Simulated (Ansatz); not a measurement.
CHO2 (SMILES O=[C+]O) (charge +1)

The calculation's input:

```
crystal:
  periodic: [false, false, false]
  atoms:
    - {symbol: C, position_ang: [0.800886, 0.178841, 2.461942]}
    - {symbol: O, position_ang: [0.754535, -0.910169, 2.193537]}
    - {symbol: O, position_ang: [0.750426, 1.375736, 2.685920]}
    - {symbol: H, position_ang: [1.429571, 1.810931, 3.255846]}
basis:
  gaussian:
    orbitals: def2-TZVPD
hamiltonian:
  xc: pbe0
total_charge: 1
output:
  forces: true
  orbitals: {seedname: orbitals}
```

Run with:

```sh
ansatz run input.yaml --threads 1 --pin off --max-ram 2610MiB --events-out events.jsonl --progress --plain --runs-dir runs
```

Geometry: B3LYP-D3(BJ)/6-311G**.

Level of theory: isolated molecule in a Gaussian basis; Kohn-Sham density functional theory, functional PBE0 in Ansatz 0.2.0.

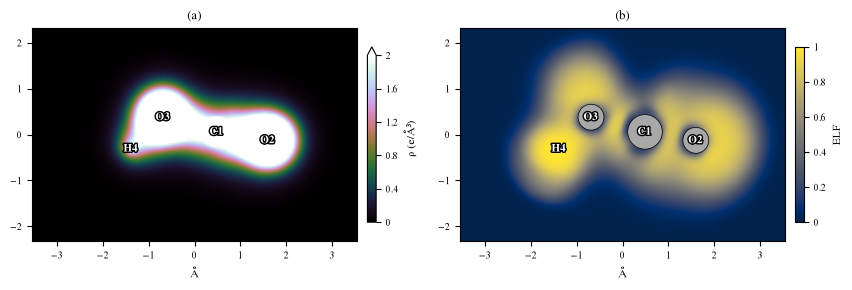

Figure 1. (a) total electron density; (b) electron localisation function on the molecular plane. Grey discs cover the atomic cores in the ELF map.

### What do the fields say about this system?

- The plane passes through C, O and H nuclei.
- C–O (1.12 Å): ρ is about 4.2 e/Å³ halfway; the ELF peaks at about 0.85 between the atoms (a short, multiple covalent bond).
- O–H (0.99 Å): ρ at the midpoint is about 3.7 e/Å³; the ELF climbs to about 1 towards the hydrogen, as it does in any bond to H; an ordinary covalent bond to hydrogen.
- C–O (1.22 Å): the density is about 3.2 e/Å³ at the midpoint; the ELF peaks at about 0.90 between the atoms (a multiple bond).
- The ELF also peaks beside O2 and O3, away from the bonds: lone-pair regions.

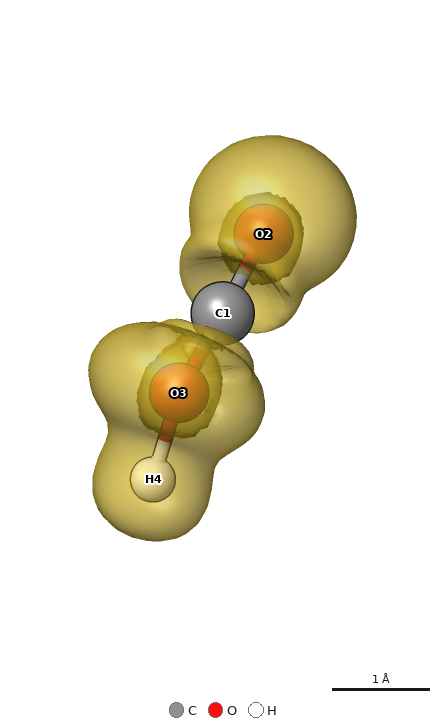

Figure 2. Isosurface of the ELF at 0.75 (yellow), seen at an oblique angle. Only the valence region is drawn (cores and ρ < 0.01 e/Å³ removed).

### Where are the electrons localised?

At this value the surface marks out one region on O in which the atom's valence shell and bonds are merged and one joined region spread over several atoms (H, O), in which their bonds and any lone pairs are merged.

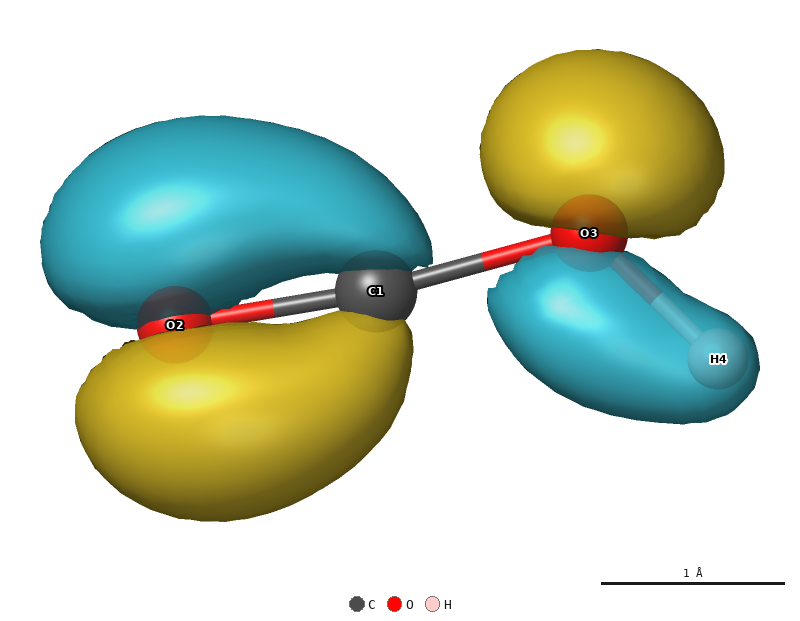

Figure 3. The HOMO−1 at ±0.2 Å⁻³ᐟ² (yellow and cyan are the two phases), seen across its widest extent.

### Where does this orbital lie, and at what energy?

It lies mainly on O2 (about 50 %), O3 (about 30 %) and C1 (about 15 %); it is symmetric in the molecular plane (an in-plane orbital: σ, lone-pair or in-plane π type); largely a combination of lone pairs on O2 and O3. Its energy is −20.34 eV.

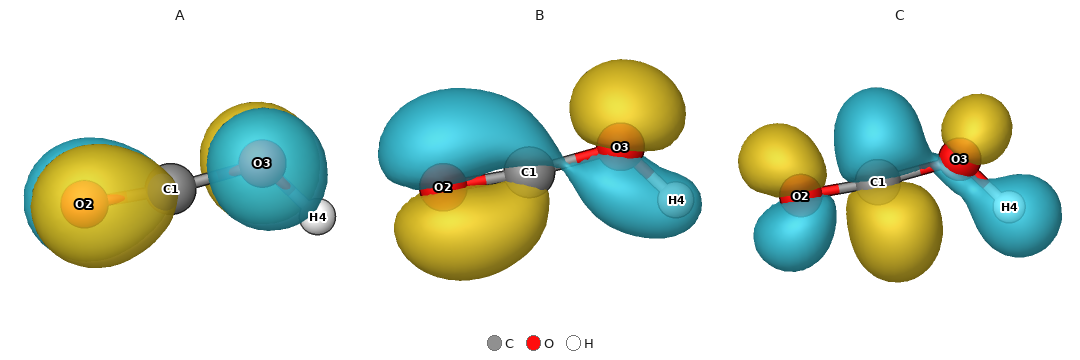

Figure 4. Three frontier orbitals at ±0.15 Å⁻³ᐟ² (yellow and cyan are the two phases), in no order.

### Which picture is the HOMO−1, the HOMO and the LUMO?

B is the HOMO−1 (−20.34 eV). By Hirshfeld shares it lies mainly on O2 (about 50 %), O3 (about 30 %) and C1 (about 15 %); it is symmetric in the molecular plane (an in-plane orbital: σ, lone-pair or in-plane π type); largely a combination of lone pairs on O2 and O3. A is the HOMO (−19.58 eV). By Hirshfeld shares it lies mainly on O2 (about 45 %), O3 (about 40 %) and C1 (about 10 %); it changes sign across the molecular plane (π type); π-antibonding (a node) across C1–O3. C is the LUMO (−8.52 eV). By Hirshfeld shares it lies mainly on C1 (about 45 %), O2 (about 30 %), O3 (about 15 %) and H4 (about 10 %); it is symmetric in the molecular plane (an in-plane orbital: σ, lone-pair or in-plane π type).

### What is the HOMO–LUMO gap?

11.06 eV between the orbital energies.
